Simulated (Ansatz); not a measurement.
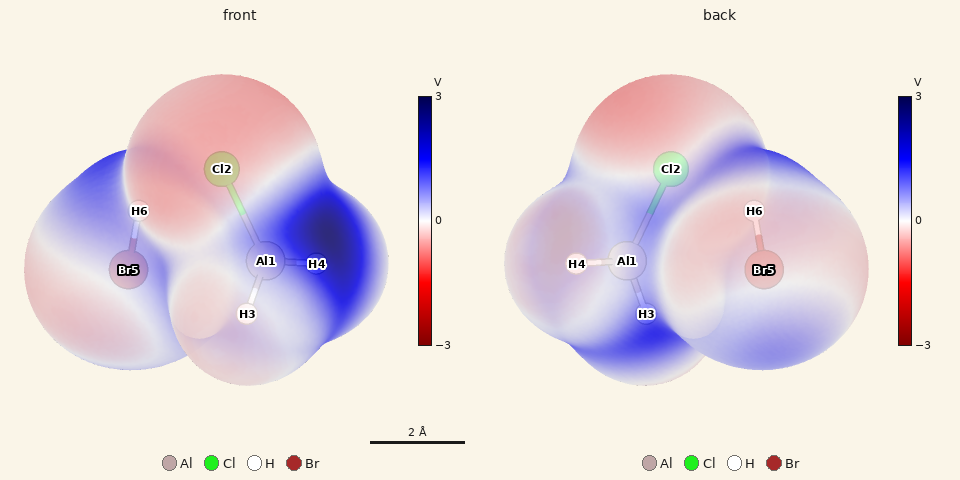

Figure 1: AlClH$_{2}$···HBr. The electrostatic potential painted on the density surface at 0.001 e/bohr³, seen from the front and from behind; the colour scale runs from red (negative) to blue (positive).

Not at a stationary point (largest force 1.5 eV/Å).

The calculation used Ansatz 0.2.0, RKS PBE0/def2-SVP.

```xyz
6

Al   -0.0058    0.2513   -0.0179
Cl   -0.0094    0.4825    2.1713
H     1.4094    0.2772   -0.7091
H    -1.4215    0.2115   -0.7079
Br    0.1107   -3.1664    1.1200
H     0.0943   -2.0840    2.1604
```

> Where is the surface potential most negative and most positive?

The most negative region (about −0.5 V) lies over Cl2, the most positive (about +2.5 V) over Al1. Br5 shows a σ-hole: about +0.7 V at the tip opposite its bond, against about 0.0 V on its flanks.
